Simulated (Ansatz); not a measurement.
Al$_{2}$Si$_{2}$ (quintet)

```xyz
4

Al    0.8462   -1.1131    0.2578
Al   -0.8462    1.1133   -0.2568
Si   -1.6413   -1.2087    0.1684
Si    1.6413    1.2086   -0.1693
```

Geometry: PBE-D4/def2-TZVP.

These are results of UKS PBE0-D4/def2-TZVP (Ansatz), not measurements.

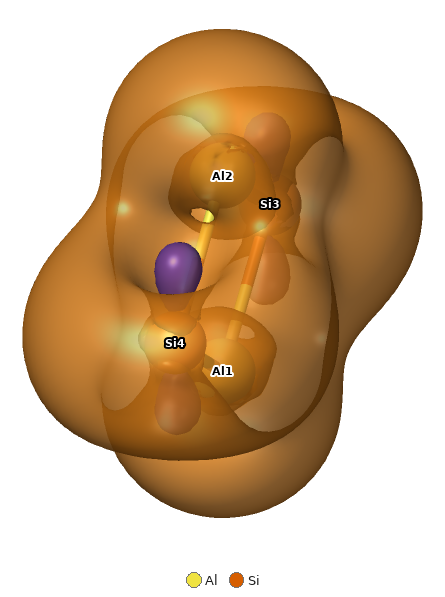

Figure 1. Isosurfaces of the spin density (α minus β) at +0.015 (orange) and −0.015 e/Å³ (purple), seen at an oblique angle.

Question: Where is the unpaired spin?

Answer: The unpaired spin (4 electrons) lies mostly on Si3 (about 1.2), Si4 (about 1.2), Al1 (about 0.8) and Al2 (about 0.8), in electrons by Hirshfeld's partition.

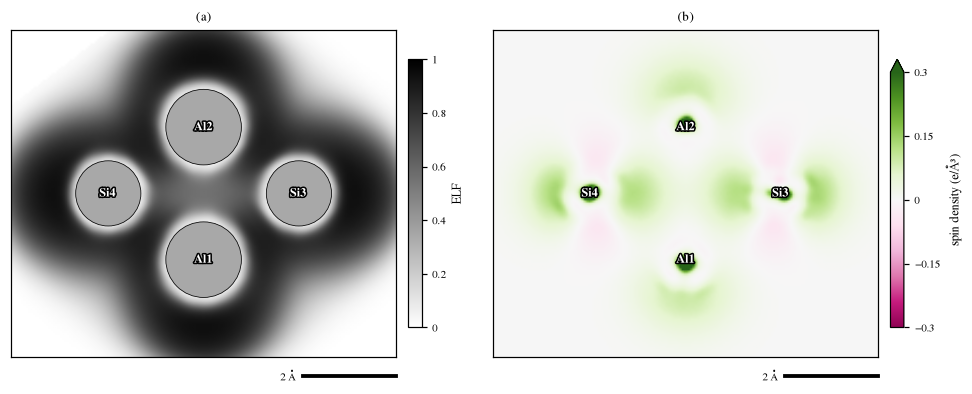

Figure 2. (a) electron localisation function; (b) spin density on the molecular plane. Grey discs cover the atomic cores in the ELF map.

Question: Interpret the plot.

Answer:
- The section cuts through Al and Si sites.
- Al–Si (2.49 Å): the ELF peaks at about 0.85 in the valence shell of Si, 1.2 Å from its nucleus, and is about 0.85 at the midpoint.
- The ELF also peaks beside Al1, Si4, Si3 and Al2, away from the bonds: non-bonding electrons, paired or unpaired.

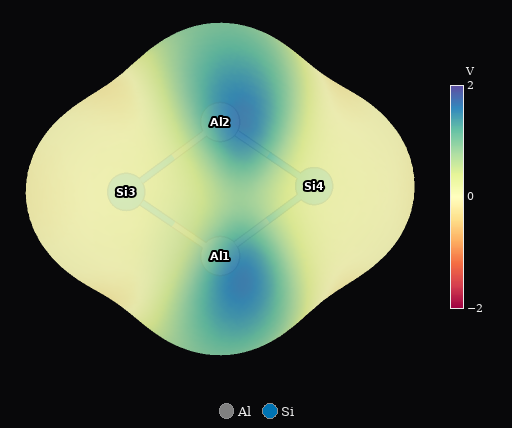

Figure 3. The molecular electrostatic potential painted on the density surface at 0.002 e/bohr³, seen at a tilt; red is negative and blue positive.

Question: Which sites attract a positive test charge, and which a negative one?

Answer: A positive charge is drawn to the negative regions and a negative charge to the positive ones. The most negative region (about −0.2 V) lies over Si3 and Si4, the most positive (about +1.7 V) over Al1 and Al2.
